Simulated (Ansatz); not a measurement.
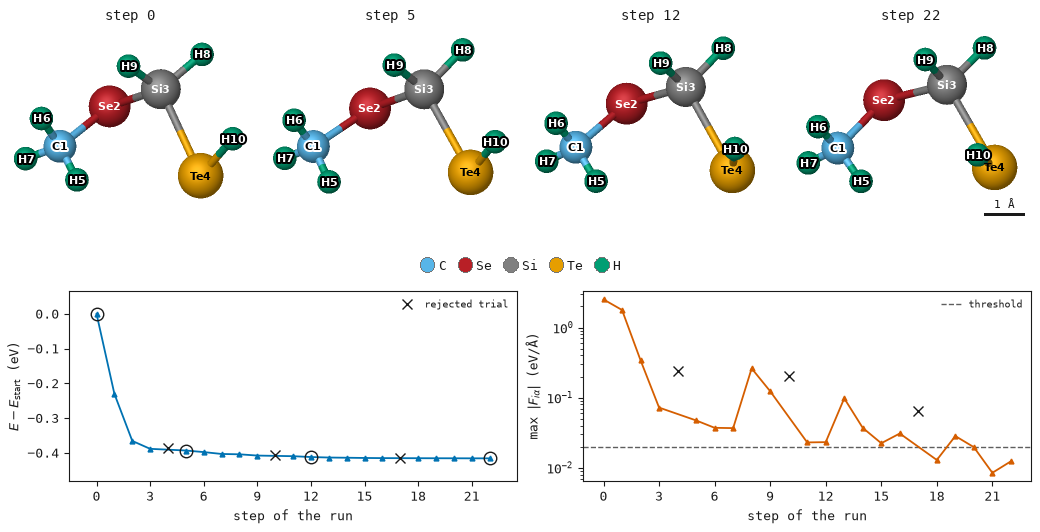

Frames of a relaxation of CH6SeSiTe, marked on the history of the run. The picture is a ball-and-stick view, seen at a tilt.

The run prepares an end point of a later path (hydrogen shift) calculation, from a guessed geometry.

These are results of RKS revPBE/def2-SVP in Ansatz 0.2.0, not measurements. Settings: no spin polarisation; force threshold 0.02 eV/Å; at most 50 steps.

Question: Describe the path.

Answer: Over 19 accepted moves (22 points after the start) the energy falls by 0.416 eV. The largest force component goes from 2.5 to 0.012 eV/Å. The line search rejected the trial steps at points 4, 10, 17 of the run. The atom that moves furthest after the best rigid fit is H10 (1.01 Å). Largest moves by element: H 1.01 Å, Te 0.42 Å, Si 0.24 Å, Se 0.24 Å, C 0.12 Å. Near-neighbour distances that change, for instance: Te4–H10 1.793 → 1.684 Å, Si3–H9 1.423 → 1.507 Å, C1–H6 1.177 → 1.106 Å, Si3–H8 1.436 → 1.504 Å. Bond angles that change, for instance: Te4–Si3–H9 112.6° → 105.7°, Se2–Si3–Te4 107.2° → 113.9°, C1–Se2–Si3 92.3° → 99.0°. Groups turn about Si3–Te4 by about 60°. Cost: 65 s on 2 threads of Arm Neoverse V1, on a shared host, peak memory 0.17 GiB. From step 0 to 5: Te4 moves most (0.27 Å), energy −0.393 eV. From step 5 to 12: H10 moves most (0.56 Å), energy −0.019 eV. From step 12 to 22: H10 moves most (0.46 Å), energy −0.004 eV.

```tsv
step	E − E(0), eV	largest force component, eV/Å	note
0	0.0000	2.5222	
1	-0.2303	1.7818	
2	-0.3655	0.3415	
3	-0.3883	0.0722	
4	-0.3857	0.2367	rejected
5	-0.3932	0.0473	
6	-0.3977	0.0371	
7	-0.4031	0.0367	
8	-0.4041	0.2612	
9	-0.4077	0.1235	
10	-0.4065	0.2046	rejected
11	-0.4095	0.0230	
12	-0.4119	0.0232	
13	-0.4133	0.0977	
14	-0.4139	0.0370	
15	-0.4146	0.0224	
16	-0.4150	0.0308	
17	-0.4149	0.0652	rejected
18	-0.4153	0.0129	
19	-0.4154	0.0283	
20	-0.4155	0.0197	
21	-0.4156	0.0085	
22	-0.4157	0.0123
```
